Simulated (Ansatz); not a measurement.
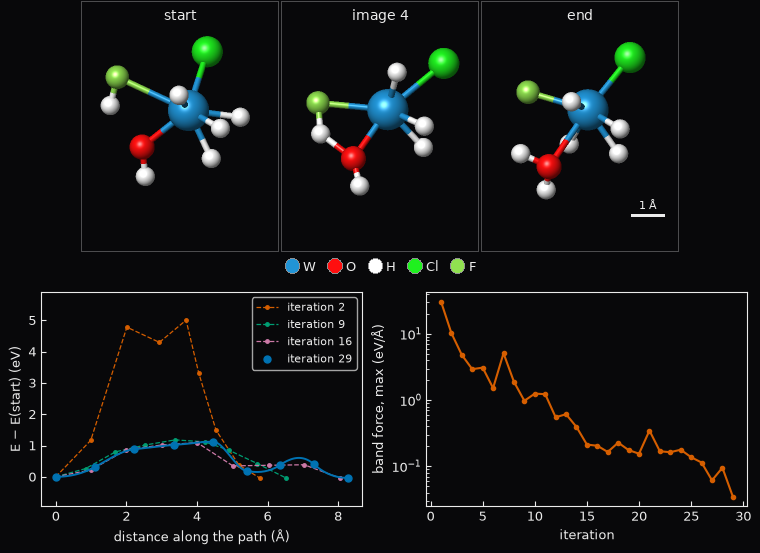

A search for the minimum-energy path of WH₆OClF by the nudged elastic band. Images are numbered from 0 (start) to 8 (end). The plot follows the band through its iterations. The picture is a ball-and-stick view, seen at a tilt.

All numbers below come from Ansatz 0.2.0, RKS PBE0/def2-SVP. Run with 7 movable images; climbing image; force threshold 0.05 eV/Å; iteration limit 60; starting path through a guess of the saddle point.

### Did the band converge, and can the barrier be trusted?

The run is converged, with reservations. The band converged in 29 iterations. The largest component of the band force went from 31 to 0.035 eV/Å. The climbing image converged on the top of the path. Its vibrational analysis gives one imaginary mode (449i cm⁻¹), as a transition state must have. The first iteration put the highest image at 12.68 eV. The energy climbs by 1.12 eV to image 4 and then falls by 1.16 eV, so the end point sits at −0.04 eV. The profile has 2 maxima (images 4, 7) with a dip at image 5 (+0.19 eV), so the process runs in steps.

Cost: 10 min on 2 threads of Arm Neoverse V2, with other jobs on the host, peak memory 0.25 GiB.
